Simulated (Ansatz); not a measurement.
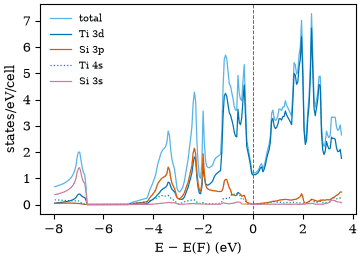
Total and projected density of states of Ti2Si in space group R-3m (No. 166; Ti on 6c, Si on 3a), the program Ansatz at the LDA level (PAW)

**Question.** Which orbitals carry the states next to the Fermi level?

**Answer.** Within 0.5 eV of the Fermi level: Ti 3d 88 %. Projections are on Löwdin-orthogonalised atomic valence shells; empty p or d shells of many metals are not among them.

**Question.** Where is the tallest occupied peak in this window, and what makes it?

**Answer.** Near -1.1 eV, about 5.7 states/eV per cell; the largest projected share is Ti 3d.

The start of the workflow was typed in or built on a structure type; neither database checked (COD, Materials Project) lists it. Whether it is the stable phase at ambient conditions was not checked. The LDA relaxation kept the symmetry of its start; whether a distortion lowers the energy is not shown. No spin polarisation was allowed. The volume moved by -44 % from the start of the relaxation.

Potentials: the earlier of the program's two PAW sets. The files were generated under PBE; for other functionals the program regenerates the frozen cores, and for LDA and PBEsol the local potential too.
